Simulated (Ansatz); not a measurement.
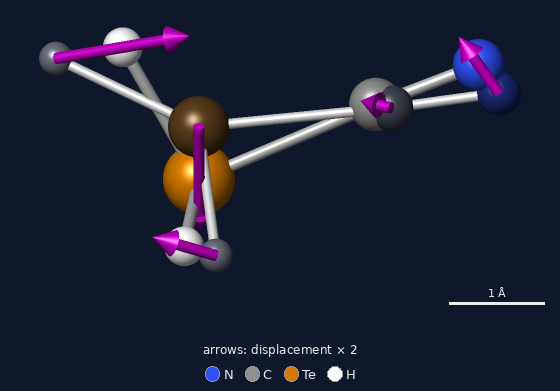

A relaxation of CH2NTe (charge +1). The starting structure is drawn faded, the final one solid; purple arrows show the displacements, 2 times their true length. The two geometries are superimposed by the best rigid fit.

The picture is a ball-and-stick view, seen at a tilt.

It is one of the separated reactants of a reaction.

These are results of RKS PBE-D4/def2-SVP in Ansatz 0.2.0, not measurements. (force threshold 0.03 eV/Å; at most 250 steps)

Question: Describe the change and its energy.

Answer: The largest move after the best rigid fit is that of an H atom, 0.80 Å. Largest moves by element: H 0.80 Å, Te 0.72 Å, N 0.37 Å, C 0.19 Å. Some distances before and after: C–Te 2.036 → 2.069 Å, H–Te 1.662 → 1.694 Å, C–N 1.145 → 1.174 Å, H–Te 1.690 → 1.694 Å. Among the angles between lasting bonds that change: C–Te–H 148.3° → 92.5°, H–Te–H 122.6° → 90.4°, C–Te–H 86.9° → 92.5°. The energy falls by 62.8 kcal/mol in 9 geometry steps. The largest force component goes from 3.2 to 0.006 eV/Å.
